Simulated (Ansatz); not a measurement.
## Run report: HfNH₃Cl₂F, molecular dynamics (part 1 of 3)

- system: HfNH₃Cl₂F, multiplicity 2
- method: UKS PBE0-D4/def2-SVP (Ansatz 0.2.0)

It belongs to a series of runs on one base structure; here: dynamics from the highest image of the converged band. Figures and captions count atoms from 1; the log counts them from 0 in places.

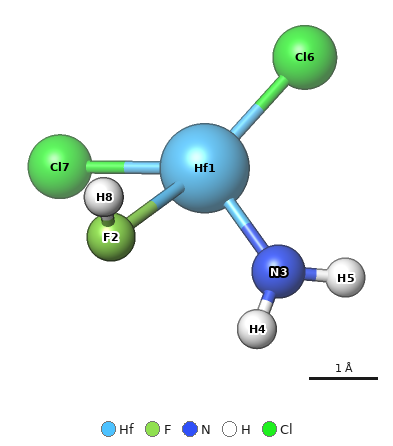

Fig. 1: The structure as given in the input (ball-and-stick view, seen at a tilt; atoms are numbered from 1 in the order of the input). Sticks mark near contacts.

### Summary

```csv
quantity,value
outcome,finished
mean temperature over the second half,51 K
trajectory,"200 steps, 100 fs"
ensemble,nve
temperature in the input,100.0 K
time step,0.5 fs
potential energy (last step),−30588.5558 eV
mean-field energy (last step),−30588.4038 eV
⟨S²⟩ (last step),0.753
largest force (length of the vector) (last step),0.493 eV/Å
hardware,"4 threads of Intel Xeon (Granite Rapids), 32 GiB of memory available, shared host"
wall time,6.2 min (CPU time 23 min)
peak memory,0.4 GiB
```

### Notes

So short a trajectory is not equilibrated.

### Input file
```yaml
crystal:
  periodic: [false, false, false]
  atoms:
    - { symbol: Hf, position_ang: [-0.181034, 0.231076, -0.183571] }
    - { symbol: F, position_ang: [0.664613, -0.92862, 1.81713] }
    - { symbol: "N", position_ang: [1.82325, 0.196686, -0.420394] }
    - { symbol: H, position_ang: [2.49396, -0.466594, -0.038899] }
    - { symbol: H, position_ang: [2.306594, 0.78846, -1.095388] }
    - { symbol: Cl, position_ang: [-0.981229, 2.154761, -1.263779] }
    - { symbol: Cl, position_ang: [-1.738541, -1.557772, 0.050429] }
    - { symbol: H, position_ang: [0.490188, -0.417999, 2.575369] }
magnetization:
  spin_polarized: true
  initial_magnetization: 1
basis:
  gaussian: { orbitals: def2-SVP }
hamiltonian:
  xc: pbe0
  dispersion: d4
md:
  timestep: 0.5
  n_steps: 200
  ensemble: nve
  temperature: 100.0
  initial_velocities: maxwell_boltzmann
  seed: 7337
```

Run as:
```bash
ansatz run input.yaml --threads 4 --pin off --max-ram 5120MiB --backend cpu --events-out ev --progress --plain --runs-dir out
```

### What the program printed
```
Engine: ansatz 0.2.0, x86_64-unknown-linux-gnu
Functional definition: PBE0
  parameter a = 0.25
  parameter kappa = 0.804
  parameter beta = 0.06672455060314922
  exchange = (1 - a)*pbe_x(kappa = kappa, mu = beta*pi^2/3) + a*exact_x
  correlation = pbe_c(beta = beta)
1151 factors; integrals over basis functions are off by at most 3.0e-4 eV
mean field evaluation 1: about -30580.6785 eV, gradient 4.3e1 eV
mean field evaluation 2: about -30551.1918 eV, gradient 8.6e1 eV
mean field evaluation 4: about -30588.2741 eV, gradient 4.6e0 eV
mean field evaluation 8: about -30588.4129 eV, gradient 2.9e-1 eV
mean field evaluation 16: about -30588.4138 eV, gradient 1.8e-3 eV
mean field -30588.41376565 eV, -1124.1034723163 hartree, gradient 5.9e-5 eV, S^2 0.752893; 2 other end points of the search recorded, 0 dependent functions left out
the calculation of the forces begins
reference -30588.41382180 eV, -1124.1034743796 hartree; 33, 32 occupied and 78, 79 virtual orbitals, 1151 factors
md step     0: t =     0.00 fs  T =   100.0 K  F+E_penalty+E_count = -30588.56680995 eV  E_kin = 0.077556 eV  conserved = -30588.48925395 eV  (47 SCF iters)
these checks for a lower state are left out or cut short: starts, cluster_reference, orbital_swaps, neighbouring_geometries, increment
1151 factors; integrals over basis functions are off by at most 3.1e-4 eV
mean field evaluation 32: about -30588.4126 eV, gradient 1.1e-4 eV
mean field -30588.41260906 eV, -1124.1034298122 hartree, gradient 2.1e-5 eV, S^2 0.752892; 0 other end points of the search recorded, 0 dependent functions left out
the calculation of the forces begins
reference -30588.41266521 eV, -1124.1034318758 hartree; 33, 32 occupied and 78, 79 virtual orbitals, 1151 factors
md step     1: t =     0.50 fs  T =    98.6 K  F+E_penalty+E_count = -30588.56567352 eV  E_kin = 0.076449 eV  conserved = -30588.48922458 eV  (41 SCF iters)
[... from here on the SCF iterations and repeated set-up lines of each step are left out, up to the last step ...]
md step     2: t =     1.00 fs  T =    95.0 K  F+E_penalty+E_count = -30588.56279822 eV  E_kin = 0.073655 eV  conserved = -30588.48914344 eV  (41 SCF iters)
md step     3: t =     1.50 fs  T =    90.8 K  F+E_penalty+E_count = -30588.55945188 eV  E_kin = 0.070403 eV  conserved = -30588.48904920 eV  (40 SCF iters)
md step     4: t =     2.00 fs  T =    87.8 K  F+E_penalty+E_count = -30588.55709781 eV  E_kin = 0.068109 eV  conserved = -30588.48898891 eV  (41 SCF iters)
md step     5: t =     2.50 fs  T =    87.3 K  F+E_penalty+E_count = -30588.55667060 eV  E_kin = 0.067677 eV  conserved = -30588.48899319 eV  (41 SCF iters)
md step     6: t =     3.00 fs  T =    89.0 K  F+E_penalty+E_count = -30588.55810323 eV  E_kin = 0.069043 eV  conserved = -30588.48905989 eV  (41 SCF iters)
md step     7: t =     3.50 fs  T =    91.8 K  F+E_penalty+E_count = -30588.56036262 eV  E_kin = 0.071208 eV  conserved = -30588.48915450 eV  (41 SCF iters)
md step     8: t =     4.00 fs  T =    93.8 K  F+E_penalty+E_count = -30588.56198085 eV  E_kin = 0.072752 eV  conserved = -30588.48922889 eV  (41 SCF iters)
md step     9: t =     4.50 fs  T =    93.5 K  F+E_penalty+E_count = -30588.56179727 eV  E_kin = 0.072550 eV  conserved = -30588.48924679 eV  (40 SCF iters)
md step    10: t =     5.00 fs  T =    90.7 K  F+E_penalty+E_count = -30588.55952401 eV  E_kin = 0.070323 eV  conserved = -30588.48920071 eV  (41 SCF iters)
md step    11: t =     5.50 fs  T =    86.1 K  F+E_penalty+E_count = -30588.55586137 eV  E_kin = 0.066746 eV  conserved = -30588.48911544 eV  (41 SCF iters)
md step    12: t =     6.00 fs  T =    81.3 K  F+E_penalty+E_count = -30588.55212278 eV  E_kin = 0.063090 eV  conserved = -30588.48903328 eV  (41 SCF iters)
md step    13: t =     6.50 fs  T =    78.1 K  F+E_penalty+E_count = -30588.54958168 eV  E_kin = 0.060589 eV  conserved = -30588.48899248 eV  (41 SCF iters)
md step    14: t =     7.00 fs  T =    77.2 K  F+E_penalty+E_count = -30588.54887703 eV  E_kin = 0.059868 eV  conserved = -30588.48900879 eV  (40 SCF iters)
md step    15: t =     7.50 fs  T =    78.3 K  F+E_penalty+E_count = -30588.54976378 eV  E_kin = 0.060694 eV  conserved = -30588.48907018 eV  (41 SCF iters)
md step    16: t =     8.00 fs  T =    80.1 K  F+E_penalty+E_count = -30588.55129163 eV  E_kin = 0.062145 eV  conserved = -30588.48914636 eV  (41 SCF iters)
md step    17: t =     8.50 fs  T =    81.3 K  F+E_penalty+E_count = -30588.55227564 eV  E_kin = 0.063072 eV  conserved = -30588.48920408 eV  (41 SCF iters)
md step    18: t =     9.00 fs  T =    80.7 K  F+E_penalty+E_count = -30588.55182005 eV  E_kin = 0.062600 eV  conserved = -30588.48921983 eV  (41 SCF iters)
md step    19: t =     9.50 fs  T =    78.0 K  F+E_penalty+E_count = -30588.54968725 eV  E_kin = 0.060499 eV  conserved = -30588.48918790 eV  (34 SCF iters)
md step    20: t =    10.00 fs  T =    73.8 K  F+E_penalty+E_count = -30588.54638729 eV  E_kin = 0.057265 eV  conserved = -30588.48912183 eV  (33 SCF iters)
md step    21: t =    10.50 fs  T =    69.5 K  F+E_penalty+E_count = -30588.54295740 eV  E_kin = 0.053906 eV  conserved = -30588.48905130 eV  (31 SCF iters)
md step    22: t =    11.00 fs  T =    66.4 K  F+E_penalty+E_count = -30588.54049432 eV  E_kin = 0.051484 eV  conserved = -30588.48901064 eV  (36 SCF iters)
md step    23: t =    11.50 fs  T =    65.2 K  F+E_penalty+E_count = -30588.53962400 eV  E_kin = 0.050602 eV  conserved = -30588.48902151 eV  (48 SCF iters)
md step    24: t =    12.00 fs  T =    65.9 K  F+E_penalty+E_count = -30588.54017577 eV  E_kin = 0.051097 eV  conserved = -30588.48907863 eV  (35 SCF iters)
md step    25: t =    12.50 fs  T =    67.2 K  F+E_penalty+E_count = -30588.54126911 eV  E_kin = 0.052118 eV  conserved = -30588.48915069 eV  (36 SCF iters)
md step    26: t =    13.00 fs  T =    67.8 K  F+E_penalty+E_count = -30588.54179413 eV  E_kin = 0.052596 eV  conserved = -30588.48919840 eV  (42 SCF iters)
md step    27: t =    13.50 fs  T =    66.8 K  F+E_penalty+E_count = -30588.54101002 eV  E_kin = 0.051812 eV  conserved = -30588.48919840 eV  (41 SCF iters)
md step    28: t =    14.00 fs  T =    64.1 K  F+E_penalty+E_count = -30588.53890245 eV  E_kin = 0.049747 eV  conserved = -30588.48915595 eV  (35 SCF iters)
md step    29: t =    14.50 fs  T =    60.6 K  F+E_penalty+E_count = -30588.53610872 eV  E_kin = 0.047010 eV  conserved = -30588.48909831 eV  (34 SCF iters)
md step    30: t =    15.00 fs  T =    57.3 K  F+E_penalty+E_count = -30588.53350999 eV  E_kin = 0.044455 eV  conserved = -30588.48905492 eV  (34 SCF iters)
md step    31: t =    15.50 fs  T =    55.1 K  F+E_penalty+E_count = -30588.53178137 eV  E_kin = 0.042740 eV  conserved = -30588.48904088 eV  (33 SCF iters)
md step    32: t =    16.00 fs  T =    54.3 K  F+E_penalty+E_count = -30588.53115024 eV  E_kin = 0.042096 eV  conserved = -30588.48905378 eV  (35 SCF iters)
md step    33: t =    16.50 fs  T =    54.6 K  F+E_penalty+E_count = -30588.53141958 eV  E_kin = 0.042337 eV  conserved = -30588.48908214 eV  (33 SCF iters)
md step    34: t =    17.00 fs  T =    55.5 K  F+E_penalty+E_count = -30588.53214337 eV  E_kin = 0.043030 eV  conserved = -30588.48911381 eV  (33 SCF iters)
md step    35: t =    17.50 fs  T =    56.3 K  F+E_penalty+E_count = -30588.53281946 eV  E_kin = 0.043679 eV  conserved = -30588.48914002 eV  (33 SCF iters)
md step    36: t =    18.00 fs  T =    56.6 K  F+E_penalty+E_count = -30588.53303675 eV  E_kin = 0.043883 eV  conserved = -30588.48915417 eV  (40 SCF iters)
md step    37: t =    18.50 fs  T =    56.0 K  F+E_penalty+E_count = -30588.53258329 eV  E_kin = 0.043432 eV  conserved = -30588.48915138 eV  (41 SCF iters)
md step    38: t =    19.00 fs  T =    54.7 K  F+E_penalty+E_count = -30588.53151838 eV  E_kin = 0.042387 eV  conserved = -30588.48913113 eV  (41 SCF iters)
md step    39: t =    19.50 fs  T =    53.0 K  F+E_penalty+E_count = -30588.53017090 eV  E_kin = 0.041070 eV  conserved = -30588.48910080 eV  (41 SCF iters)
md step    40: t =    20.00 fs  T =    51.5 K  F+E_penalty+E_count = -30588.52901834 eV  E_kin = 0.039944 eV  conserved = -30588.48907467 eV  (41 SCF iters)
md step    41: t =    20.50 fs  T =    50.8 K  F+E_penalty+E_count = -30588.52846800 eV  E_kin = 0.039402 eV  conserved = -30588.48906625 eV  (41 SCF iters)
md step    42: t =    21.00 fs  T =    51.0 K  F+E_penalty+E_count = -30588.52865537 eV  E_kin = 0.039576 eV  conserved = -30588.48907899 eV  (34 SCF iters)
md step    43: t =    21.50 fs  T =    51.9 K  F+E_penalty+E_count = -30588.52939304 eV  E_kin = 0.040289 eV  conserved = -30588.48910423 eV  (34 SCF iters)
md step    44: t =    22.00 fs  T =    53.1 K  F+E_penalty+E_count = -30588.53029797 eV  E_kin = 0.041170 eV  conserved = -30588.48912844 eV  (35 SCF iters)
md step    45: t =    22.50 fs  T =    54.0 K  F+E_penalty+E_count = -30588.53098903 eV  E_kin = 0.041845 eV  conserved = -30588.48914365 eV  (35 SCF iters)
md step    46: t =    23.00 fs  T =    54.2 K  F+E_penalty+E_count = -30588.53121434 eV  E_kin = 0.042065 eV  conserved = -30588.48914890 eV  (33 SCF iters)
md step    47: t =    23.50 fs  T =    53.8 K  F+E_penalty+E_count = -30588.53087617 eV  E_kin = 0.041731 eV  conserved = -30588.48914540 eV  (34 SCF iters)
md step    48: t =    24.00 fs  T =    52.7 K  F+E_penalty+E_count = -30588.53002085 eV  E_kin = 0.040888 eV  conserved = -30588.48913238 eV  (34 SCF iters)
md step    49: t =    24.50 fs  T =    51.2 K  F+E_penalty+E_count = -30588.52885019 eV  E_kin = 0.039741 eV  conserved = -30588.48910919 eV  (35 SCF iters)
md step    50: t =    25.00 fs  T =    49.8 K  F+E_penalty+E_count = -30588.52772283 eV  E_kin = 0.038642 eV  conserved = -30588.48908101 eV  (48 SCF iters)
md step    51: t =    25.50 fs  T =    49.0 K  F+E_penalty+E_count = -30588.52707216 eV  E_kin = 0.038013 eV  conserved = -30588.48905915 eV  (40 SCF iters)
md step    52: t =    26.00 fs  T =    49.2 K  F+E_penalty+E_count = -30588.52722968 eV  E_kin = 0.038173 eV  conserved = -30588.48905629 eV  (40 SCF iters)
md step    53: t =    26.50 fs  T =    50.5 K  F+E_penalty+E_count = -30588.52823220 eV  E_kin = 0.039154 eV  conserved = -30588.48907833 eV  (40 SCF iters)
md step    54: t =    27.00 fs  T =    52.4 K  F+E_penalty+E_count = -30588.52973502 eV  E_kin = 0.040616 eV  conserved = -30588.48911897 eV  (41 SCF iters)
md step    55: t =    27.50 fs  T =    54.1 K  F+E_penalty+E_count = -30588.53111241 eV  E_kin = 0.041952 eV  conserved = -30588.48916074 eV  (40 SCF iters)
md step    56: t =    28.00 fs  T =    54.9 K  F+E_penalty+E_count = -30588.53172836 eV  E_kin = 0.042546 eV  conserved = -30588.48918260 eV  (41 SCF iters)
md step    57: t =    28.50 fs  T =    54.3 K  F+E_penalty+E_count = -30588.53125832 eV  E_kin = 0.042087 eV  conserved = -30588.48917115 eV  (41 SCF iters)
md step    58: t =    29.00 fs  T =    52.6 K  F+E_penalty+E_count = -30588.52989173 eV  E_kin = 0.040763 eV  conserved = -30588.48912910 eV  (41 SCF iters)
md step    59: t =    29.50 fs  T =    50.6 K  F+E_penalty+E_count = -30588.52828663 eV  E_kin = 0.039211 eV  conserved = -30588.48907582 eV  (41 SCF iters)
md step    60: t =    30.00 fs  T =    49.3 K  F+E_penalty+E_count = -30588.52727126 eV  E_kin = 0.038233 eV  conserved = -30588.48903811 eV  (33 SCF iters)
md step    61: t =    30.50 fs  T =    49.5 K  F+E_penalty+E_count = -30588.52743122 eV  E_kin = 0.038395 eV  conserved = -30588.48903614 eV  (33 SCF iters)
md step    62: t =    31.00 fs  T =    51.2 K  F+E_penalty+E_count = -30588.52879460 eV  E_kin = 0.039721 eV  conserved = -30588.48907318 eV  (32 SCF iters)
md step    63: t =    31.50 fs  T =    53.7 K  F+E_penalty+E_count = -30588.53078270 eV  E_kin = 0.041650 eV  conserved = -30588.48913282 eV  (33 SCF iters)
md step    64: t =    32.00 fs  T =    55.8 K  F+E_penalty+E_count = -30588.53246505 eV  E_kin = 0.043279 eV  conserved = -30588.48918642 eV  (34 SCF iters)
md step    65: t =    32.50 fs  T =    56.5 K  F+E_penalty+E_count = -30588.53300070 eV  E_kin = 0.043793 eV  conserved = -30588.48920768 eV  (34 SCF iters)
md step    66: t =    33.00 fs  T =    55.3 K  F+E_penalty+E_count = -30588.53204714 eV  E_kin = 0.042861 eV  conserved = -30588.48918592 eV  (35 SCF iters)
md step    67: t =    33.50 fs  T =    52.6 K  F+E_penalty+E_count = -30588.52993316 eV  E_kin = 0.040803 eV  conserved = -30588.48913042 eV  (34 SCF iters)
md step    68: t =    34.00 fs  T =    49.6 K  F+E_penalty+E_count = -30588.52751667 eV  E_kin = 0.038451 eV  conserved = -30588.48906596 eV  (34 SCF iters)
md step    69: t =    34.50 fs  T =    47.4 K  F+E_penalty+E_count = -30588.52579969 eV  E_kin = 0.036778 eV  conserved = -30588.48902124 eV  (35 SCF iters)
md step    70: t =    35.00 fs  T =    47.0 K  F+E_penalty+E_count = -30588.52547886 eV  E_kin = 0.036462 eV  conserved = -30588.48901671 eV  (34 SCF iters)
md step    71: t =    35.50 fs  T =    48.4 K  F+E_penalty+E_count = -30588.52662458 eV  E_kin = 0.037569 eV  conserved = -30588.48905601 eV  (33 SCF iters)
md step    72: t =    36.00 fs  T =    50.9 K  F+E_penalty+E_count = -30588.52862529 eV  E_kin = 0.039502 eV  conserved = -30588.48912358 eV  (32 SCF iters)
md step    73: t =    36.50 fs  T =    53.2 K  F+E_penalty+E_count = -30588.53043418 eV  E_kin = 0.041245 eV  conserved = -30588.48918947 eV  (41 SCF iters)
md step    74: t =    37.00 fs  T =    53.9 K  F+E_penalty+E_count = -30588.53103828 eV  E_kin = 0.041817 eV  conserved = -30588.48922116 eV  (41 SCF iters)
md step    75: t =    37.50 fs  T =    52.6 K  F+E_penalty+E_count = -30588.52996057 eV  E_kin = 0.040761 eV  conserved = -30588.48919969 eV  (40 SCF iters)
md step    76: t =    38.00 fs  T =    49.5 K  F+E_penalty+E_count = -30588.52754727 eV  E_kin = 0.038415 eV  conserved = -30588.48913197 eV  (49 SCF iters)
md step    77: t =    38.50 fs  T =    46.2 K  F+E_penalty+E_count = -30588.52485179 eV  E_kin = 0.035800 eV  conserved = -30588.48905143 eV  (34 SCF iters)
md step    78: t =    39.00 fs  T =    44.0 K  F+E_penalty+E_count = -30588.52311804 eV  E_kin = 0.034117 eV  conserved = -30588.48900112 eV  (33 SCF iters)
md step    79: t =    39.50 fs  T =    44.0 K  F+E_penalty+E_count = -30588.52311990 eV  E_kin = 0.034111 eV  conserved = -30588.48900893 eV  (33 SCF iters)
md step    80: t =    40.00 fs  T =    46.0 K  F+E_penalty+E_count = -30588.52473789 eV  E_kin = 0.035668 eV  conserved = -30588.48906992 eV  (34 SCF iters)
md step    81: t =    40.50 fs  T =    48.8 K  F+E_penalty+E_count = -30588.52703299 eV  E_kin = 0.037883 eV  conserved = -30588.48915002 eV  (34 SCF iters)
md step    82: t =    41.00 fs  T =    51.0 K  F+E_penalty+E_count = -30588.52876284 eV  E_kin = 0.039555 eV  conserved = -30588.48920791 eV  (33 SCF iters)
md step    83: t =    41.50 fs  T =    51.3 K  F+E_penalty+E_count = -30588.52901996 eV  E_kin = 0.039803 eV  conserved = -30588.48921722 eV  (34 SCF iters)
md step    84: t =    42.00 fs  T =    49.6 K  F+E_penalty+E_count = -30588.52764428 eV  E_kin = 0.038467 eV  conserved = -30588.48917766 eV  (35 SCF iters)
md step    85: t =    42.50 fs  T =    46.6 K  F+E_penalty+E_count = -30588.52523752 eV  E_kin = 0.036127 eV  conserved = -30588.48911078 eV  (34 SCF iters)
```
